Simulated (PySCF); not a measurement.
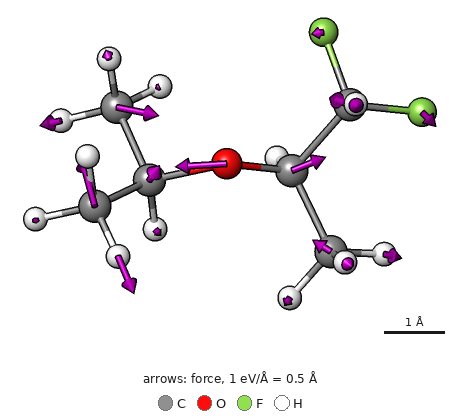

Starting geometry of C6H12F2O with the computed forces as purple arrows. The picture is a ball-and-stick view, seen at a tilt.

The start comes from GFN2-xTB. Its atoms were then displaced at random by about 0.01 Å.

Level of theory: PySCF 2.14.0, density-fitted response routines, PBE0-D3(BJ)/def2-SVP geometry optimisation, gas phase. 

Question: What follows when this structure is relaxed?

Answer: It isn't relaxed: the largest force vector, on a C atom, is 2.17 eV/Å. The final displacements have little in common with the starting forces (cosine between the two patterns 0.08). The energy falls by 18.1 kJ/mol in 8 geometry steps. The atom that moves furthest after the best rigid fit is an F atom (0.37 Å). By element the largest moves are F 0.37 Å, H 0.28 Å, C 0.21 Å, O 0.16 Å. Some distances before and after: C–H 1.056 → 1.100 Å, C–O 1.460 → 1.418 Å, C–C 1.549 → 1.519 Å, C–O 1.382 → 1.402 Å. Among the angles between lasting bonds that change: F–C–F 104.9° → 107.5°, O–C–C 104.9° → 107.3°, C–C–F 112.3° → 109.9°. The run took 4.2 min on 1 thread of Arm Neoverse N1, with other jobs on the host.
